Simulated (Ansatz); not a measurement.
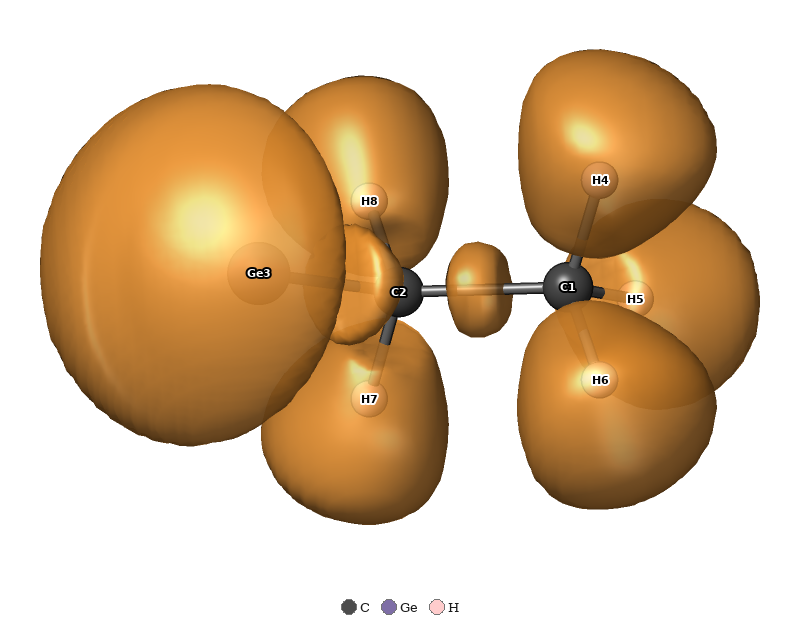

Figure. C$_{2}$H$_{5}$Ge (charge +1). Isosurface of the ELF at 0.8 (orange), seen from one side. Core shells and regions of very low density are left out.

Geometry: B3LYP-D3(BJ)/def2-SVP.

These are results of isolated molecule in a Gaussian basis; Kohn-Sham density functional theory, functional PBE0 (Ansatz), not measurements.

```yaml
atoms:
  - { symbol: C, position_ang: [1.5038, -1.4559, -0.9729] }
  - { symbol: C, position_ang: [1.2088, 0.0499, -1.2075] }
  - { symbol: Ge, position_ang: [2.6052, 1.2784, -0.6988] }
  - { symbol: H, position_ang: [2.3741, -1.8006, -1.5500] }
  - { symbol: H, position_ang: [0.6337, -2.0422, -1.3024] }
  - { symbol: H, position_ang: [1.6733, -1.6824, 0.0899] }
  - { symbol: H, position_ang: [0.2985, 0.3777, -0.6567] }
  - { symbol: H, position_ang: [0.9921, 0.2609, -2.2789] }
```

**What do the ELF domains correspond to?**

At this value the surface marks out one region between bonded C–C atoms (shared pairs), five regions around hydrogen nuclei, one lobe of the valence shell of C pointing towards Ge (polar bonds) and one lobe on Ge, pointing away from the bonds (lone pairs).

Values along the shortest contacts:
C–C (1.55 Å): the ELF peaks at about 0.95 between the atoms, as expected for localised, covalent bonding. C–Ge (1.93 Å): the ELF peaks at about 0.90 between the atoms; localised, covalent bonding.
